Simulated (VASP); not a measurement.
Band structure of CsBr (CsCl type). These are PBEsol GGA with spin-orbit coupling, VASP's PBE PAW potentials (set 64) (plane waves; VASP 6.6.1) values and carry that method's errors.

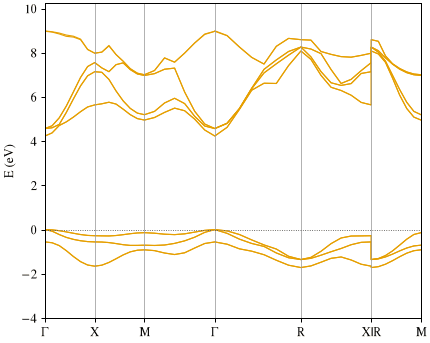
Figure: Bands along high-symmetry lines, zero at the valence-band maximum or, without a gap, the Fermi level

Q: Read the plot: is there a gap, and where are the band edges?

A: The gap is direct, 4.23 eV, from the valence maximum at Γ to the conduction minimum at Γ.

Measured: gap 7.30 eV (computed value off by -3.07 eV), as given by Aguado et al., (1998), arXiv:cond-mat/9809176.

The compound is CsBr in the CsCl type structure. It was relaxed first.
